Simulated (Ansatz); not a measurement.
Base system: BaTiO3 in the cubic perovskite structure (space group Pm-3m, No. 221; a = 3.994 Å).

Perturbation: full substitution Ti → Zr, then cell and atoms are relaxed.

Calculations: r2SCAN (Ansatz, an electronic-structure program, PAW, no spin-orbit coupling).

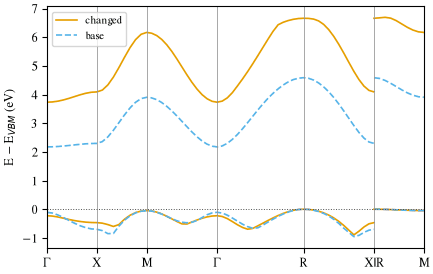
Figure: Highest valence and lowest conduction band along the path, each from its own valence-band maximum

Q: Read the changed gap and its character from the plot.

A: About 3.7 eV, indirect, R → Γ.

No phonon test of stability was made. All final runs are without spin polarisation. Many cubic perovskites are stable only at high temperature; tilts and polar distortions were not tested. This is not the structure that BaTiO3 has at room temperature and ambient pressure.
